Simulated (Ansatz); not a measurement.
H$_{5}$OSi$_{2}$ (charge +1)

Input

```
crystal:
  periodic: [false, false, false]
  atoms:
    - {symbol: O, position_ang: [-2.519090, 1.022072, 1.626136]}
    - {symbol: Si, position_ang: [-2.768952, 0.933467, 3.184186]}
    - {symbol: Si, position_ang: [-2.426176, 1.215609, -0.134811]}
    - {symbol: H, position_ang: [-1.723677, 0.297203, 4.022593]}
    - {symbol: H, position_ang: [-4.028492, 1.485224, 3.743521]}
    - {symbol: H, position_ang: [-1.201952, 2.037277, -0.326339]}
    - {symbol: H, position_ang: [-2.311664, -0.182067, -0.628683]}
    - {symbol: H, position_ang: [-3.689410, 1.899493, -0.518582]}
basis:
  gaussian: {orbitals: def2-TZVPD}
total_charge: 1
hamiltonian: {xc: pbe0}
output: {forces: true, orbitals: {seedname: orbitals}}
```

Launched as:

```sh
ansatz run input.yaml --threads 1 --pin off --max-ram 2610MiB --events-out events.jsonl --progress --plain --runs-dir runs
```

Geometry: BLYP-D3(BJ)/def2-SVP.

Theory: isolated molecule in a Gaussian basis; Kohn-Sham density functional theory, functional PBE0 in Ansatz 0.2.0.

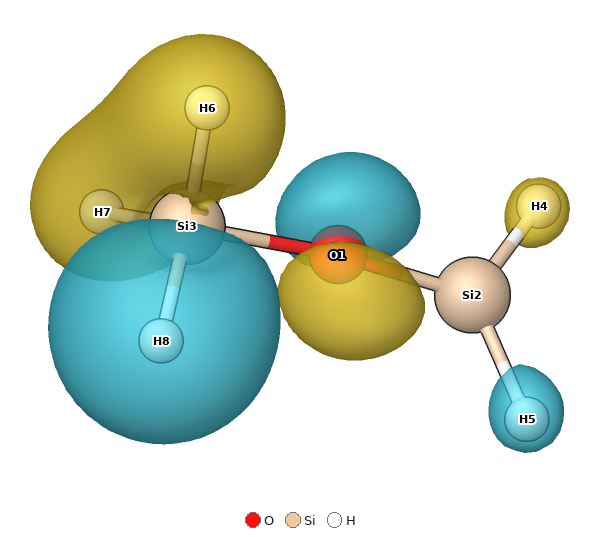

Figure 1. The HOMO at ±0.1 Å⁻³ᐟ² (yellow and cyan are the two phases), seen at a tilt.

### What is the character of this orbital?

It lies mainly on Si3 (about 35 %), H8 (about 30 %), O1 (about 15 %), H6 (about 10 %) and H7 (about 10 %). Its energy is −14.05 eV.

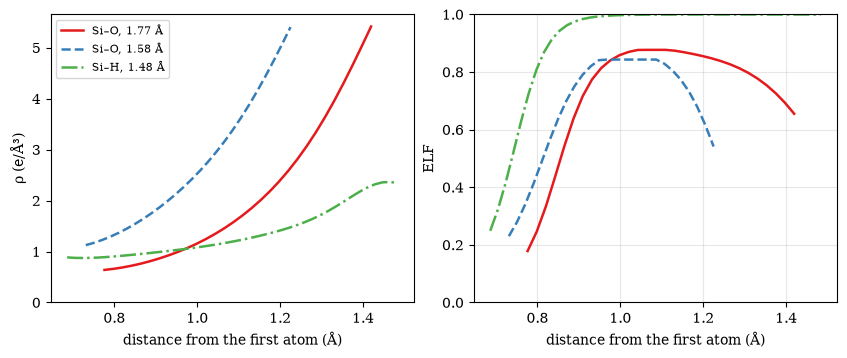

Figure 2. Total electron density and ELF along straight lines between neighbouring atoms. The curves leave out the atomic cores.

### Compare the contacts.

Si–O (1.77 Å): ρ at the midpoint is about 0.81 e/Å³; the ELF peaks at about 0.90 between the atoms: a shared but strongly polarised pair.
Si–O (1.58 Å): the density is about 1.3 e/Å³ at the midpoint; the ELF peaks at about 0.85 between the atoms: a short, strongly polar bond.
Si–H (1.48 Å): ρ at the midpoint is about 0.88 e/Å³; the ELF climbs to about 1 towards the hydrogen, as it does in any bond to H.

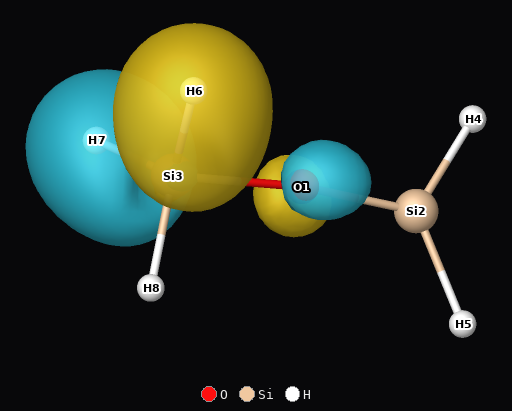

Figure 3. The HOMO−1 at ±0.15 Å⁻³ᐟ² (yellow and cyan are the two phases), seen at a tilt.

### What is the character of this orbital?

By Hirshfeld shares it lies mainly on Si3 (about 40 %), H6 (about 25 %), H7 (about 25 %) and O1 (about 10 %). Its energy is −14.19 eV.
